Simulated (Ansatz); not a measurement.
# One shape, several levels: singlet SnH2F+

Wanted: a comparison of 6 runs (CAM-B3LYP/STO-3G, r2SCAN/STO-3G, wB97X/STO-3G, CCSDT(Q)/STO-3G, CCSD/STO-3G, CCSD(T)/STO-3G) of singlet SnH2F+. 

The results are computed with Ansatz 0.2.0.

59 further runs of the same task are left out: 7 that didn't finish, 52 set aside as unsound or not needed.

### Step 1. Starting point

SnH2F+: 4 atoms, total charge +1, spin state singlet. As SMILES of the parent species, `[F][SnH2]`. Geometry: relaxed at PBE0-D4/def2-TZVP. That shape belongs to the parent species and isn't relaxed for this state.

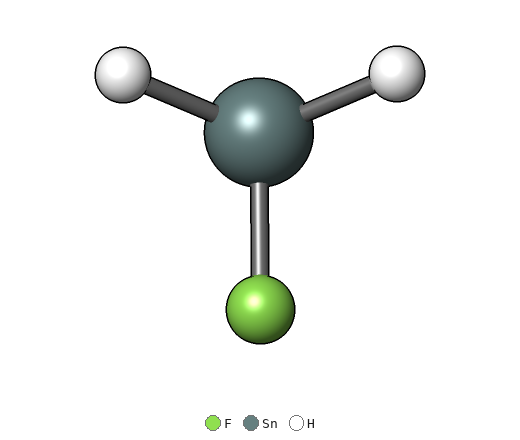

Viewed from a chosen angle; fluorine green, tin teal, hydrogen white.

### Step 2. The energy at CAM-B3LYP/STO-3G (run 1)

Contents of in.yaml:

```yaml
crystal:
  periodic: [false, false, false]
  atoms:
    - {symbol: F, position_ang: [-1.552600, -0.190000, 0.640700]}
    - {symbol: Sn, position_ang: [0.028300, -0.242200, -0.468300]}
    - {symbol: H, position_ang: [1.184100, -1.054400, 0.524100]}
    - {symbol: H, position_ang: [0.395700, 1.426200, -0.716700]}
basis:
  gaussian:
    orbitals: STO-3G
accuracy: high
total_charge: 1
hamiltonian:
  xc: {name: CAM-B3LYP}
```

Started as:

```console
ansatz run in.yaml --threads 1 --pin off --max-ram 2610MiB --events-out events.jsonl --progress --plain --runs-dir runs
```

The log of the run:

```text
Warning: RAYON_NUM_THREADS=1 ignored (pool sized by the plan → 1); use --threads N
Functional definition: CAM-B3LYP
  name "CAM-B3LYP"
  parameter alpha = 0.19
  parameter beta = 0.46
  parameter omega = 0.33/bohr
  parameter ac = 0.81
  exchange = (1 - alpha - beta)*b88_x + beta*b88_x_sr(omega) + alpha*exact_x + beta*exact_x_lr(omega)
  correlation = (1 - ac)*vwn5_c + ac*lyp_c
612 factors; integrals over basis functions are off by at most 4.8e-9 eV
143 factors; integrals over basis functions are off by at most 7.3e-10 eV
mean field evaluation 1: about -165024.8084 eV, gradient 2.8e1 eV
mean field evaluation 2: about -164967.1750 eV, gradient 1.3e2 eV
mean field evaluation 4: about -165031.2913 eV, gradient 7.4e0 eV
mean field evaluation 8: about -165031.4435 eV, gradient 2.4e-1 eV
mean field evaluation 16: about -165031.4439 eV, gradient 6.2e-6 eV
mean field -165031.44389452 eV, -6064.7937007932 hartree, gradient 9.3e-8 eV, S^2 0.000000; 0 other end points of the search recorded, 0 dependent functions left out
reference -165031.44390624 eV, -6064.7937012238 hartree; 30, 30 occupied and 4, 4 virtual orbitals, 612 factors
Total energy: -165031.44390624 eV, -6064.7937012238 hartree
```

Wall time 1.7 s (1 thread of Arm Neoverse V2, shared host); peak memory 0.12 GiB.

### Step 3. The energy at r2SCAN/STO-3G (run 2)

Contents of run.yaml:

```yaml
crystal:
  periodic: [false, false, false]
  atoms:
    - {symbol: F, position_ang: [-1.552600, -0.190000, 0.640700]}
    - {symbol: Sn, position_ang: [0.028300, -0.242200, -0.468300]}
    - {symbol: H, position_ang: [1.184100, -1.054400, 0.524100]}
    - {symbol: H, position_ang: [0.395700, 1.426200, -0.716700]}
basis:
  gaussian:
    orbitals: STO-3G
total_charge: 1
hamiltonian:
  xc: {name: r2SCAN}
accuracy: high
```

Started as:

```console
ansatz run run.yaml --threads 1 --pin off --max-ram 2610MiB --events-out events.jsonl --progress --plain --runs-dir runs
```

The log of the run:

```text
Warning: RAYON_NUM_THREADS=1 ignored (pool sized by the plan → 1); use --threads N
Functional definition: r2SCAN
  name "r2SCAN"
  parameter k0 = 0.174
  parameter k1 = 0.065
  parameter a1 = 4.9479
  exchange = r2scan_x(k0 = k0, k1 = k1, a1 = a1)
  correlation = r2scan_c
612 factors; integrals over basis functions are off by at most 4.8e-9 eV
mean field evaluation 1: about -165024.8554 eV, gradient 3.0e1 eV
mean field evaluation 2: about -164864.2351 eV, gradient 2.1e2 eV
mean field evaluation 4: about -165022.7991 eV, gradient 5.4e1 eV
mean field evaluation 8: about -165032.0170 eV, gradient 2.0e-1 eV
mean field -165032.01724809 eV, -6064.8147711485 hartree, gradient 2.3e-8 eV, S^2 0.000000; 0 other end points of the search recorded, 0 dependent functions left out
reference -165032.01724844 eV, -6064.8147711610 hartree; 30, 30 occupied and 4, 4 virtual orbitals, 612 factors
Total energy: -165032.01724844 eV, -6064.8147711610 hartree
```

Run time: 4.2 s. Hardware: 1 thread of Arm Neoverse V2, shared host; peak memory 0.14 GiB.

Runs 3 to 5 aren't shown in full; the table further down has their settings and results.

### Step 4. A single-point energy at CCSD(T)/STO-3G (run 6)

Contents of job.yaml:

```yaml
crystal:
  periodic: [false, false, false]
  atoms:
    - {symbol: F, position_ang: [-1.552600, -0.190000, 0.640700]}
    - {symbol: Sn, position_ang: [0.028300, -0.242200, -0.468300]}
    - {symbol: H, position_ang: [1.184100, -1.054400, 0.524100]}
    - {symbol: H, position_ang: [0.395700, 1.426200, -0.716700]}
basis:
  gaussian: {orbitals: STO-3G}
total_charge: 1
correlation: {method: ccsd_t, frozen_orbitals: {F: 1, H: 0, Sn: 18}}
accuracy: high
scf: {omitted_lower_state_checks: [cluster_reference, increment]}
```

Started as:

```console
ansatz run job.yaml --threads 1 --pin off --max-ram 2610MiB --events-out events.jsonl --progress --plain --runs-dir runs
```

The log of the run:

```text
Warning: RAYON_NUM_THREADS=1 ignored (pool sized by the plan → 1); use --threads N
[... 12 lines left out ...]
19 core orbitals not correlated: weight in the atoms' cores, before any rotation towards them, 1.000 or more for the frozen orbitals, at most 0.000 for the correlated occupied ones
[... 29 lines left out ...]
Total energy: -164964.91999297 eV, -6062.3489925029 hartree
Checks for a lower state left out: cluster_reference, increment
```

Wall time 0.56 s (1 thread of Arm Neoverse V2, shared host).

### Step 5. Overview of the runs

```
run             level  frozen core orbitals   energy (Eh)  wall time
  1  CAM-B3LYP/STO-3G                     –  -6064.793701      1.7 s
  2     r2SCAN/STO-3G                     –  -6064.814771      4.2 s
  3      wB97X/STO-3G                     –  -6064.792368        6 s
  4   CCSDT(Q)/STO-3G                    19  -6062.352499     0.84 s
  5       CCSD/STO-3G                    19  -6062.339011     0.54 s
  6    CCSD(T)/STO-3G                    19  -6062.348993     0.56 s
```

### Step 6. Outcome

| quantity | value |
| --- | --- |
| run 6: total energy | -6062.34899 Eh |
| run 6: correlation energy (19 core orbitals frozen) | -105.1 mEh |
| run 6: (T) correction | -9.98 mEh |
| run 6: T1 diagnostic | 0.037 |

**Reading.** Totals of different functionals can't be ranked against each other. In runs 5, 6 the T1 diagnostic is large, so a single reference may not serve. In runs 4, 5, 6 the log says that unrestricted orbitals would lower the reference, so the values rest on an unstable closed-shell determinant (other closed-shell runs at this shape may share the fault). In runs 1, 2, 3, 4, 5, 6 the basis is minimal, so the values are rough. In runs 1, 2, 3, 4, 5, 6 relativity is left out where basis or elements ask for it. All runs together took 14 s, the longest 6 s.
